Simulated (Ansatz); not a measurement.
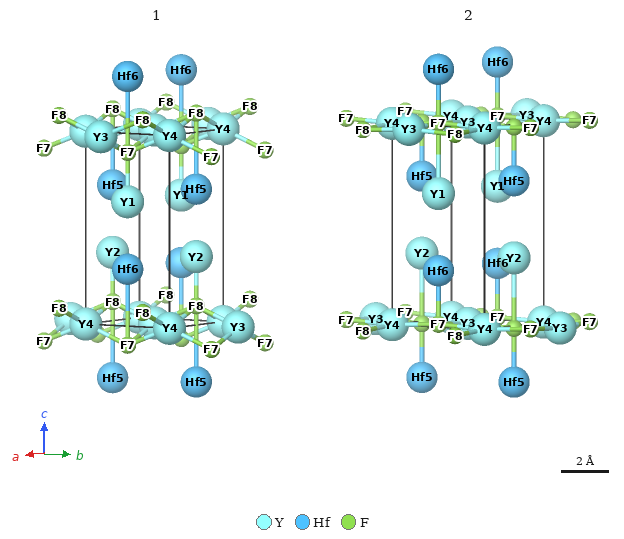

Two geometries of a crystal of Y$_{2}$HfF (a generated structure, set up in P4/nmm) (coarse preliminary run), drawn at one scale. One is the start of a relaxation, the other its converged end. A ball-and-stick model of the cell of the calculation, seen from a free direction.

Level of theory: Ansatz 0.2.0, DFT PBE, scalar-relativistic, plane waves, PAW. Settings: plane-wave cutoff 420 eV; k-point mesh 4 × 4 × 2; occupations gaussian; smearing width 0.1 eV; no spin polarisation; cell and atoms relaxed; force threshold 0.04 eV/Å; at most 70 steps.

**Which one is relaxed?**

Structure 2 is the relaxed one. The largest moves relative to the cell, 0.98 Å, are those of F7 and F8. F8 goes along −c. By element the largest moves are F 0.98 Å, Y 0.15 Å, Hf 0.13 Å. The volume changes by +26.5 %, with a = b 4.287 → 4.717 Å (+10.0 %), c 8.338 → 8.709 Å (+4.4 %). Among the contacts that change: Hf5–F8 3.287 → 2.321 Å, Y1–F7 2.133 → 3.051 Å, Y1–Hf6 2.918 → 3.337 Å, Y3–Y4 3.031 → 3.336 Å. Bond angles that change, for instance: F7–Y3–F7 137.9° → 174.3°, Y3–F7–Y3 137.9° → 174.3°, Y1–F7–Y3 111.1° → 87.2°. The space group stays P4/nmm (No. 129). After 13 accepted moves (18 points after the start) the energy has fallen by 3.080 eV per cell of the calculation. Largest force component: 1.4 eV/Å at the start, 0.011 eV/Å at the end. Pressure: 19.64 GPa at the start and 0.02 GPa at the end. The line search rejected the trial steps at points 8, 12, 16 of the run. The SCF was repeated twice at an unchanged geometry on a basis and grid sized afresh for the cell, which shifted the energy by 0.140 eV per cell of the calculation at most.

Limits of the set-up: the k-point mesh is coarse for a cell with partly filled bands.
